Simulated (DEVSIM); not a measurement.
System: Ge p-i-n diode, at 300 K.

| layer (left to right) | material | thickness (μm) | Nd (cm⁻³) | Na (cm⁻³) | τn (s) | τp (s) |
|---|---|---|---|---|---|---|
| 1 | Ge | 0.470 | - | 1.7e18 | 2.9e-5 | 2.9e-5 |
| 2 | Ge | 0.470 | 6.3e12 | - | 2.9e-5 | 2.9e-5 |
| 3 | Ge | 0.380 | 1.3e17 | - | 2.9e-5 | 2.9e-5 |

Left contact: ohmic. Right contact: ohmic. Voltage is applied to the left contact. Recombination: SRH at mid-gap, radiative, Auger. Mobility is constant in doping.

The device is made up for the run: typed textbook-type constants, with dimensions and the other settings drawn at random. Values at 300 K.

| parameter | Ge |
|---|---|
| gap (eV) | 0.664 |
| affinity (eV) | 4 |
| permittivity | 16 |
| Nc (cm⁻³) | 1.04e19 |
| Nv (cm⁻³) | 6e18 |
| μn (cm²/Vs) | 3900 |
| μp (cm²/Vs) | 1900 |
| B (cm³/s) | 6.4e-14 |
| Cn (cm⁶/s) | 1e-31 |
| Cp (cm⁶/s) | 1e-31 |

Simulated with DEVSIM: 1D drift-diffusion, Boltzmann statistics, complete ionisation; no tunnelling, impact ionisation, image-force lowering or self-heating.

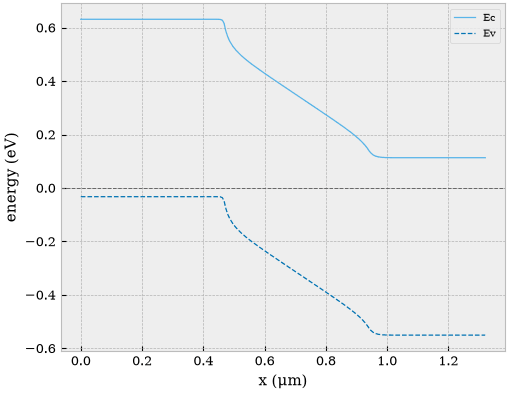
Band edges at zero bias

Energies count from the Fermi level of the right contact; mesh points crowd at the junctions.

```
x (μm)   Ec (eV)  Ev (eV)  n (cm⁻³)  p (cm⁻³)  field (V/cm)
-------  -------  -------  --------  --------  ------------
0.000      0.631   -0.033     2.6e8    1.7e18           ≈ 0
0.02135    0.631   -0.033     2.6e8    1.7e18           ≈ 0
0.05966    0.631   -0.033     2.6e8    1.7e18           ≈ 0
0.1284     0.631   -0.033     2.6e8    1.7e18           ≈ 0
0.2941     0.631   -0.033     2.6e8    1.7e18           ≈ 0
0.3839     0.631   -0.033     2.6e8    1.7e18           ≈ 0
0.4339     0.631   -0.033     2.6e8    1.7e18           ≈ 0
0.4677     0.616   -0.048     4.6e8    9.4e17        -38000
0.4863     0.549   -0.115     6.3e9    7.0e16        -22000
0.5236     0.496   -0.168    4.9e10    8.9e15        -11000
0.5875     0.439   -0.225    4.4e11    1.0e15         -8100
0.7406     0.320   -0.344    4.4e13    1.0e13         -7700
0.8408     0.242   -0.422    8.9e14    4.9e11         -8000
0.8966     0.194   -0.470    5.6e15    7.8e10         -9600
0.9354     0.149   -0.515    3.3e16    1.3e10        -16000
0.9532     0.125   -0.539    8.4e16     5.2e9         -8000
0.9845     0.114   -0.550    1.2e17     3.5e9          -860
1.040      0.113   -0.551    1.3e17     3.4e9           -14
1.165      0.113   -0.551    1.3e17     3.4e9           ≈ 0
1.244      0.113   -0.551    1.3e17     3.4e9           ≈ 0
1.291      0.113   -0.551    1.3e17     3.4e9           ≈ 0
1.320      0.113   -0.551    1.3e17     3.4e9           ≈ 0
```
